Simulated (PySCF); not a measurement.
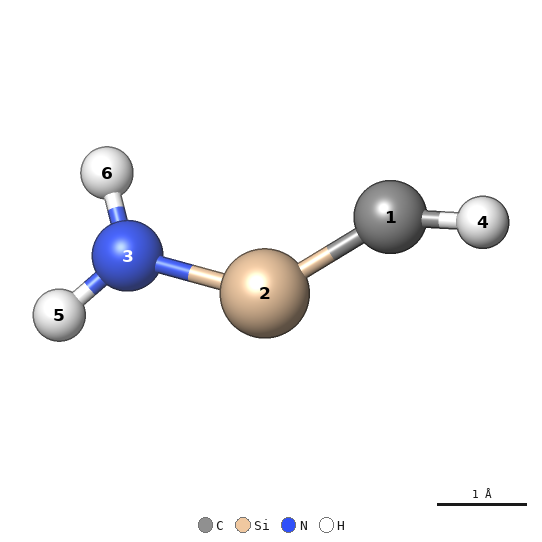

Orthographic view with a scale bar. Computed geometry: PBE-D4/def2-SVP optimisation. No frequency run is at hand to confirm it as a minimum.

Give an XYZ file in the frame of the picture: x to the right, y up, z towards the viewer, origin at the mean of the atomic positions.

```xyz
6
CH3NSi
C    1.71   0.33   0.46
Si   0.29  -0.53   0.25
N   -1.25  -0.11  -0.37
H    2.74   0.27   0.81
H   -2.02  -0.78  -0.43
H   -1.48   0.82  -0.72
```
